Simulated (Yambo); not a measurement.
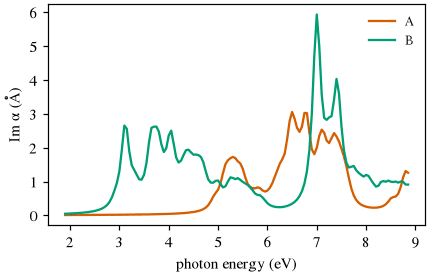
Figure. Two computed absorption spectra of a free-standing TlCl$_{3}$ monolayer (symmetry C2/m, slab cell 16.0 Å high) (Yambo, PBEsol bands with the same scissor, field along x)

x lies along the first cell vector.

Question: Which curve includes the electron-hole attraction (BSE), and where are its main peaks?

Answer: Curve B: the attraction moves weight to lower energy (centre of the plotted range 5.7 eV against 6.6 eV). Its peaks lie at 3.1 eV, 3.8 eV, 7.0 eV, 7.4 eV. Settings: 6×6×1 mesh, 18 valence and 11 conduction bands, static screening with 149 bands and a 3 Ry block, scissor 2.18 eV, Tamm-Dancoff, stochastic integration of W near q = 0. The scissor comes from a G0W0 run whose convergence isn't established. Broadening 0.1 eV. The band window holds all transitions up to 11.8 eV. Fine structure above the onset can come from the mesh.

The standard potential for Tl keeps a d shell in the valence without the s and p states of that shell. In tests on such compounds this moved G0W0 gaps by up to about 0.9 eV, so absolute quasiparticle energies here are unreliable; differences between settings are what counts.

Spin-orbit coupling is not included.

Geometry relaxed with PBEsol; primitive cell a = 6.6272 Å, b = 6.6272 Å, c = 16.0000 Å, α = 90.00°, β = 90.00°, γ = 119.97°.

This is a model layer cut from the bulk structure; whether it is stable on its own was not checked.
